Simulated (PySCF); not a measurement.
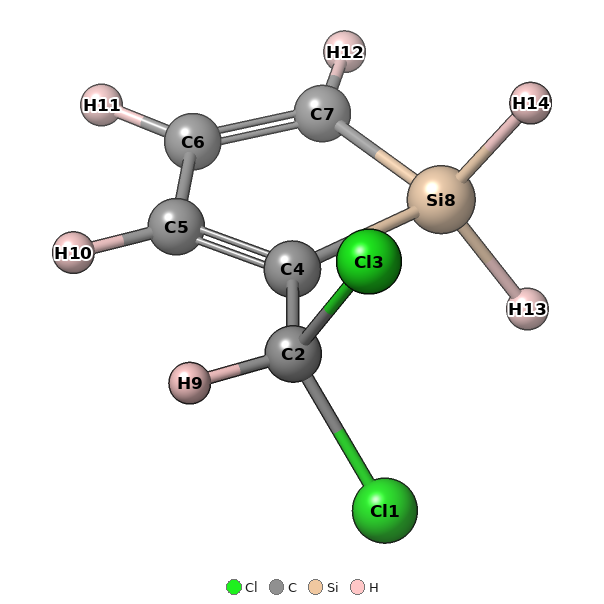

Atoms fade into the background with distance from the viewer. Computed geometry: PBE0-D3(BJ)/def2-SVP optimisation. No frequency run is at hand to confirm it as a minimum.

### What is the conformation of the ring C4–C5–C6–C7–Si8?

It is planar. The Cremer–Pople amplitude Q is 0.01 Å.

### Give the torsion angles round the ring, beginning with the bond from its second to its third atom.

0°, 0°, −1°, 0°, 0°.
